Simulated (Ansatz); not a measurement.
H3W2 (quartet)

```xyz
5

W    -0.3052   -0.7765   -0.2078
W     0.4571    1.2562    0.3218
H     0.9420   -1.0958   -1.3544
H    -0.9981    2.0311   -0.1395
H    -0.0957   -1.4149    1.3798
```

Geometry: PBE-D4/def2-TZVP; core potentials replace the inner electrons of W.

Method: UKS PBE0-D4/def2-TZVP in Ansatz 0.2.0.

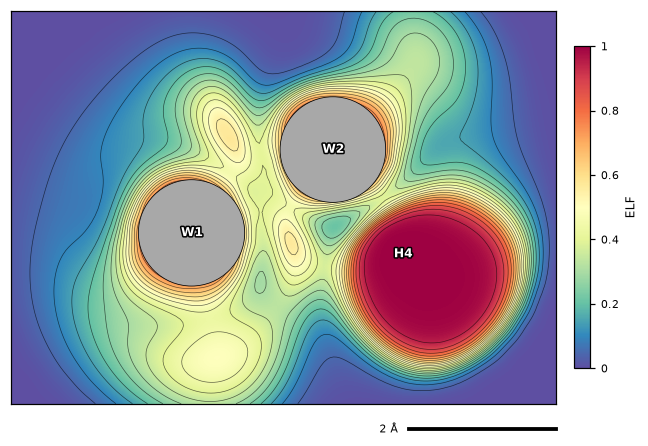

Figure 1. Electron localisation function on the plane of atoms W1, W2 and H4. Grey discs cover the atomic cores.

Read the bonding off the picture.

Answer.
- Atoms in the plane: W and H.
- W–W (2.23 Å): the ELF is about 0.40 at the midpoint.
- W–H (1.71 Å): the ELF climbs to about 1 towards the hydrogen.

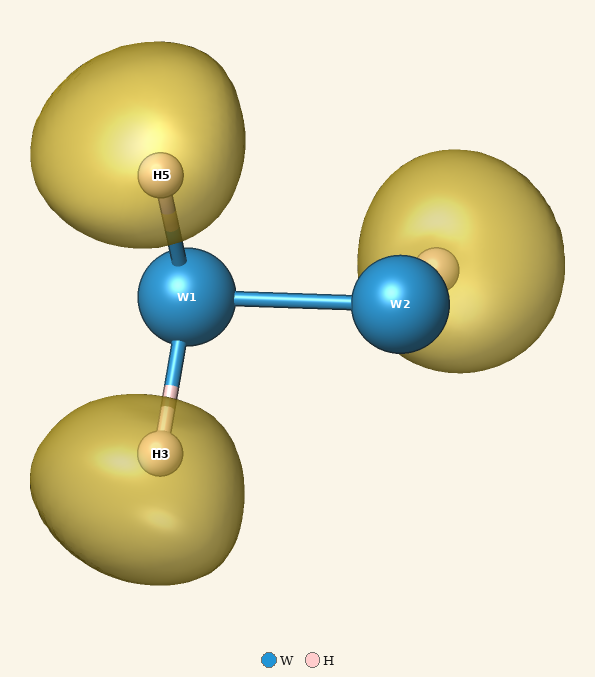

Figure 2. Isosurface of the electron localisation function at 0.75 (yellow), seen at a tilt. Core shells and regions of very low density are left out.

Describe the localisation domains.

Answer. At this value the surface marks out three regions around hydrogen nuclei.

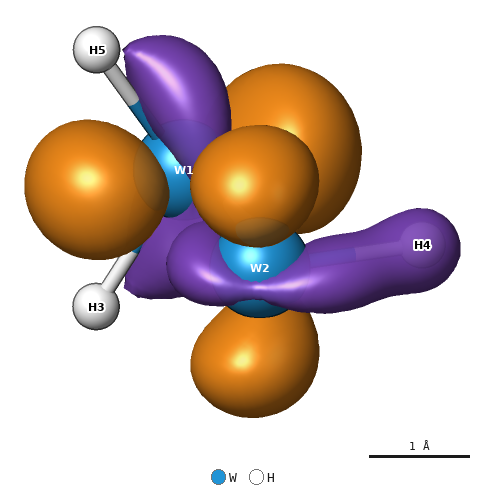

Figure 3. One frontier orbital at ±0.15 Å⁻³ᐟ² (orange and purple are the two phases), seen at a tilt.

Which orbital is it: HOMO (α) or LUMO (α)?

Answer. The HOMO (α), at −5.46 eV. It lies mainly on W1 (about 60 %) and W2 (about 35 %).
